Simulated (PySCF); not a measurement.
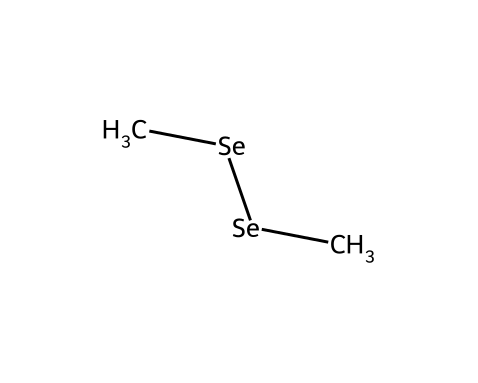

Question: Transcribe the drawing into SMILES.

Answer: C[Se][Se]C

Question: What is the molecular formula?

Answer: C2H6Se2.

More results for the same structure follow; atom numbers are the same in all pictures, views and colours differ. Computed geometry: PBE0-D3(BJ)/def2-SVP optimisation. No frequency run is at hand to confirm it as a minimum.

Shape

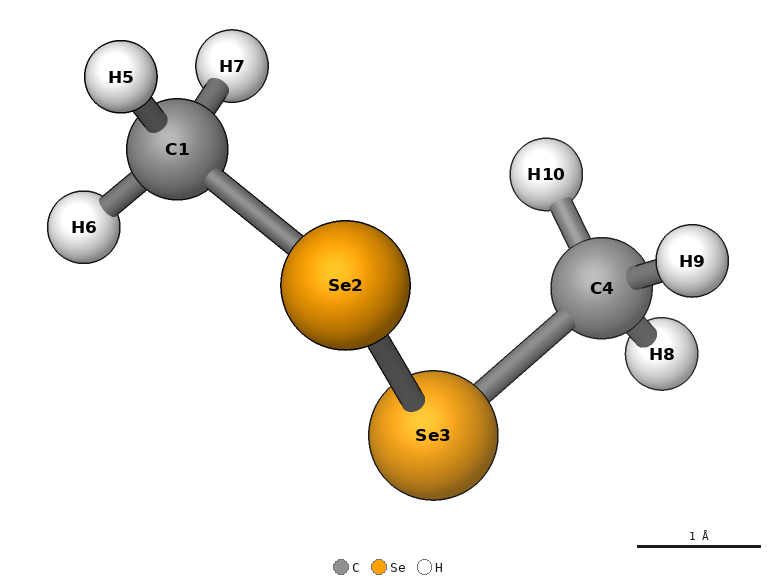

Atoms carry their numbers in the input. No frequency run is at hand to confirm it as a minimum.

Question: Describe the coordination of atom 2.

Answer: Se2 has 2 neighbours (C1 at 1.95, Se3 at 2.31 Å); the arrangement is bent.

Question: Describe the coordination of atom 1.

Answer: C1 has 4 neighbours (Se2 at 1.95, H5 at 1.10, H6 at 1.10, H7 at 1.10 Å); the arrangement is tetrahedral.

Question: Describe the coordination of atom 4.

Answer: C4 has 4 neighbours (Se3 at 1.95, H8 at 1.10, H9 at 1.10, H10 at 1.10 Å); the arrangement is tetrahedral.

Question: How are the neighbours of atom 3 arranged?

Answer: Se3 has 2 neighbours (Se2 at 2.31, C4 at 1.95 Å); the arrangement is bent.

Question: What is the dihedral angle C1–Se2–Se3–C4?

Answer: 88° in size, that is about perpendicular.

Dipole moment

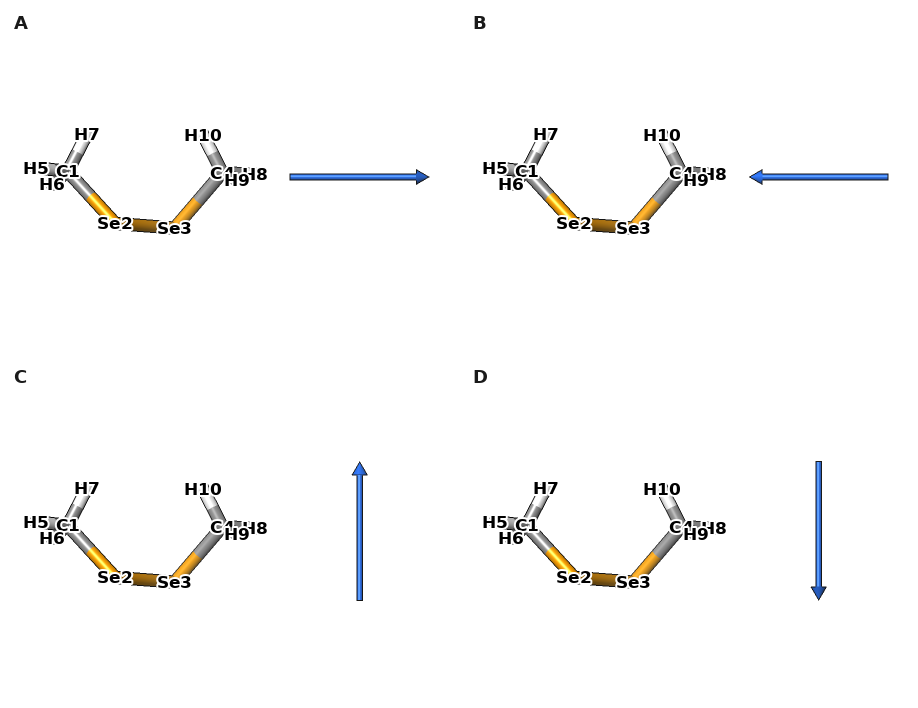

The same molecule four times, each with an arrow. No frequency run is at hand to confirm it as a minimum. Level of theory: PBE0/pcSseg-1, gas phase (PySCF 2.14.0).

Question: Which arrow points along the dipole moment, from the negative to the positive end?

Answer: C. The dipole moment is 1.92 D; it points from the side of Se2, Se3 to the side of H7, H10 (the outermost atoms at the two ends).

NMR shielding

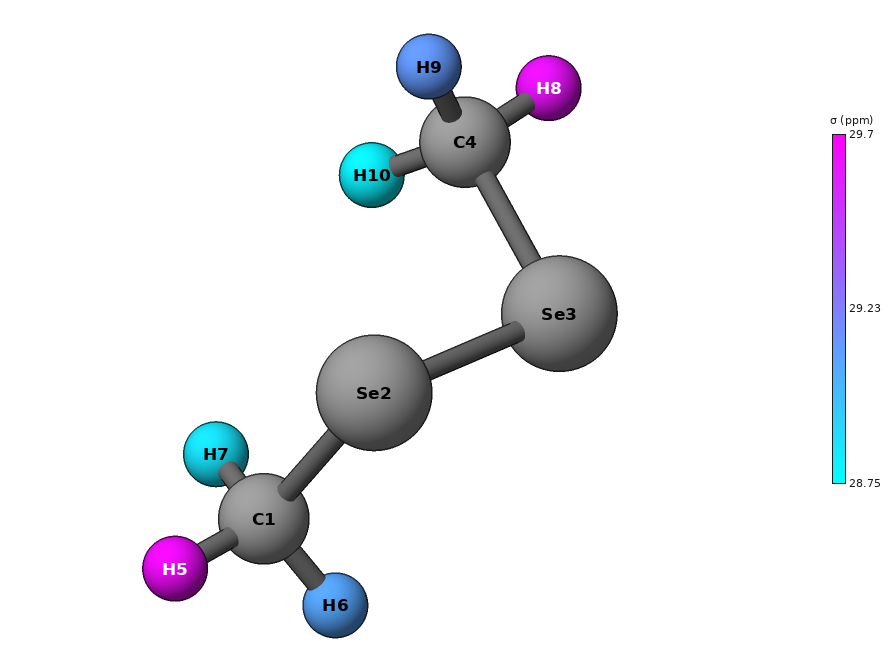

Atoms are coloured by their isotropic NMR shieldings (H only, the others grey). No frequency run is at hand to confirm it as a minimum. Method: GIAO PBE0/pcSseg-1 NMR shielding, non-relativistic, gas phase (PySCF 2.14.0).

Question: Which H atom is the most shielded (lowest chemical shift)?

Answer: H5, H8 (29.63 to 29.65 ppm).

Question: Which H atom is the least shielded (highest chemical shift)?

Answer: H7, H10 (28.80 to 28.85 ppm).

Question: How wide is the range of H shifts?

Answer: 0.85 ppm.

List the isotropic NMR shieldings of the H atoms.

```csv
atom,σ (ppm)
H5,29.65
H6,29.08
H7,28.85
H8,29.63
H9,29.12
H10,28.80
```

Charges

The questions are on Mulliken charges. No frequency run is at hand to confirm it as a minimum. Level of theory: PBE0/pcSseg-1, gas phase (PySCF 2.14.0).

Give the Mulliken charges atom by atom.

| atom | value (e) |
| --- | --- |
| C1 | −0.34 |
| Se2 | −0.11 |
| Se3 | −0.11 |
| C4 | −0.34 |
| H5 | 0.15 |
| H6 | 0.16 |
| H7 | 0.15 |
| H8 | 0.15 |
| H9 | 0.16 |
| H10 | 0.15 |

Mulliken values depend strongly on the basis set and can even reverse the polarity of a bond.
